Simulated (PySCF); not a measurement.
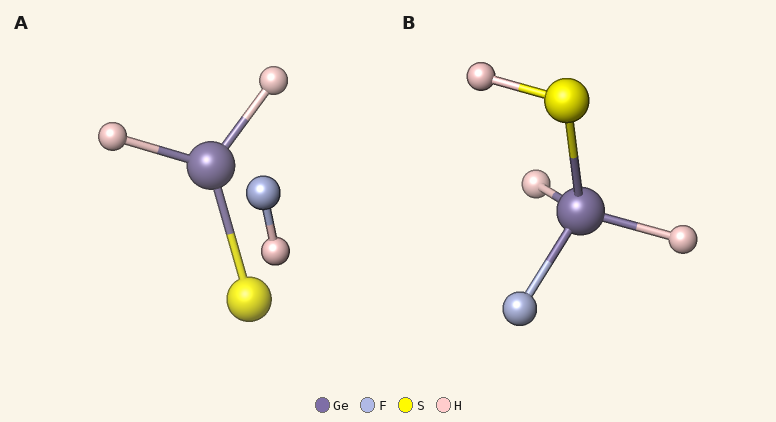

2 stationary structures of one formula. Geometries: PBE0-D4/def2-TZVP. Electronic energies: CCSD(T)/CBS (MP2 limit from def2-TZVPP and def2-QZVPP plus CCSD(T) − MP2) (PySCF 2.14.0), without zero-point energy. No frequency run is at hand to confirm each as a minimum.

> Which is lowest in energy, and by how much?

B is lowest (C1); A lies 35.7 kcal/mol above it (Cs).

Give E(B) − E(A) in kcal/mol at these levels too: PBE0-D4/def2-SVP; RHF/STO-3G; r2SCAN-D4/def2-TZVPP; PBE0-D4/def2-TZVP; PBE-D4/def2-TZVPP; PBE-D4/def2-SVP; RHF-CCSD(T) (frozen core)/def2-SVP; PBE0-D4/def2-TZVPP.

```csv
level,E(B) − E(A) (kcal/mol)
PBE0-D4/def2-SVP,−33.9
RHF/STO-3G,−74.6
r2SCAN-D4/def2-TZVPP,−36.4
PBE0-D4/def2-TZVP,−36.3
PBE-D4/def2-TZVPP,−32.5
PBE-D4/def2-SVP,−31.6
RHF-CCSD(T) (frozen core)/def2-SVP,−36.3
PBE0-D4/def2-TZVPP,−35.5
```
